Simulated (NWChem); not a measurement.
# Energy and gradient calculation, with input and output: InNH₃ClO

The run: energy and gradient calculation of InNH₃ClO, SMILES [NH2][In]([OH])[Cl]. Method and program: M06-2X/def2-SVP, RKS, core potentials def2-SVP (NWChem 7.3.0).

The geometry comes from this level: GFN2-xTB.

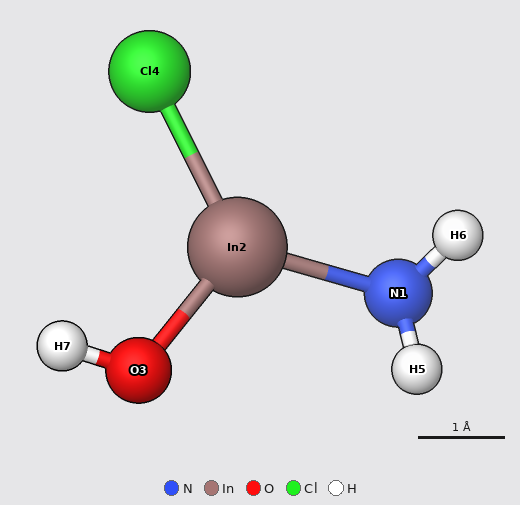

Fig. 1: The structure (ball-and-stick view, seen at a tilt; atoms are numbered from 1 in the order of the input). Sticks mark near contacts.

### Input
```python
from ase import Atoms
from ase.calculators.nwchem import NWChem

molecule = Atoms(['N', 'In', 'O', 'Cl', 'H', 'H', 'H'], positions=[
    [0.161500, 1.453170, 0.843270],
    [-0.072190, -0.451800, 0.127730],
    [-0.604240, -0.620540, -1.740570],
    [-0.002270, -2.433930, 1.285400],
    [0.327000, 2.054250, 0.040640],
    [0.974900, 1.520940, 1.449310],
    [-0.784710, -1.522080, -2.005790],
])

calc = NWChem(
    label='clh3inno',
    theory='dft',
    memory='2200 mb',
    basis='def2-SVP',
    basispar='spherical bse',
    dft={'xc': 'm06-2x', 'mult': '1', 'grid': 'xfine', 'convergence': 'energy 1e-08', 'iterations': '100', 'mulliken': None, 'print': 'low'},
    **{'ecp bse': {'In library': 'def2-SVP'}},
)
molecule.calc = calc

forces = molecule.get_forces()
print("Total energy (eV):", round(molecule.get_potential_energy(), 6))
print("forces (eV/A):")
for s, f in zip(molecule.symbols, forces):
    print(f"{s:2s} {f[0]:10.5f} {f[1]:10.5f} {f[2]:10.5f}")
```

### File clh3inno.nwi
```
title "clh3inno"

permanent_dir clh3inno

scratch_dir clh3inno

start clh3inno

geometry units angstrom nocenter noautosym noautoz
  N  1.6150000000000000e-01 1.4531700000000001e+00 8.4326999999999996e-01
  In -7.2190000000000004e-02 -4.5179999999999998e-01 1.2773000000000001e-01
  O  -6.0424000000000000e-01 -6.2053999999999998e-01 -1.7405700000000000e+00
  Cl -2.2699999999999999e-03 -2.4339300000000001e+00 1.2854000000000001e+00
  H  3.2700000000000001e-01 2.0542500000000001e+00 4.0640000000000003e-02
  H  9.7489999999999999e-01 1.5209400000000000e+00 1.4493100000000001e+00
  H  -7.8471000000000002e-01 -1.5220800000000001e+00 -2.0057900000000002e+00
end

memory 2200 mb

basis spherical bse noprint
   * library def2-SVP
end

dft
  xc m06-2x
  mult 1
  grid xfine
  convergence energy 1e-08
  iterations 100
  mulliken
  print low
end
ecp bse
  In library def2-SVP
end

task dft gradient
```

Command:
```bash
export ASE_NWCHEM_COMMAND="nwchem PREFIX.nwi > PREFIX.nwo"
python run.py
```

### The program's output
```
Total energy (eV): -21273.613456
forces (eV/A):
N     0.06798   -0.55078   -0.09338
In    0.09143    1.05580    0.43472
O    -0.19422    0.11909   -0.78290
Cl    0.07405   -0.78347    0.55124
H     0.03512    0.27783   -0.03486
H     0.03044    0.18599    0.16213
H    -0.10480   -0.30447   -0.23700
```

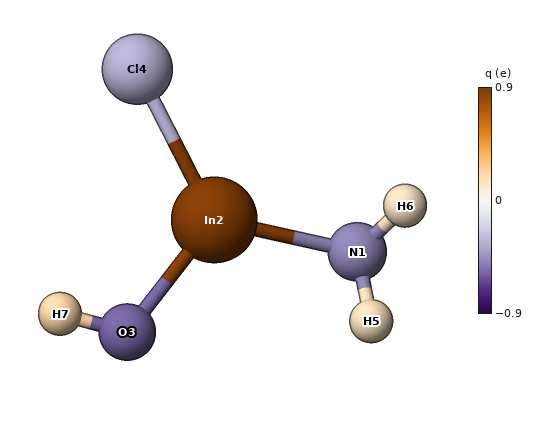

Fig. 2: Mulliken charges, as the colour of each atom (ball-and-stick view, seen on its broad side; atoms are numbered from 1 in the order of the input). By element: N −0.47, In +0.86, O −0.56, Cl −0.32 and H +0.14 to +0.20 e.

### Key numbers

```tsv
quantity	value
outcome	converged
total energy	−781.790881 hartree
largest force	1.145 eV/Å
hardware	1 thread of Intel Xeon (Granite Rapids), 192 GiB of memory available, shared host
wall time	62 s
peak memory	0.15 GiB
```
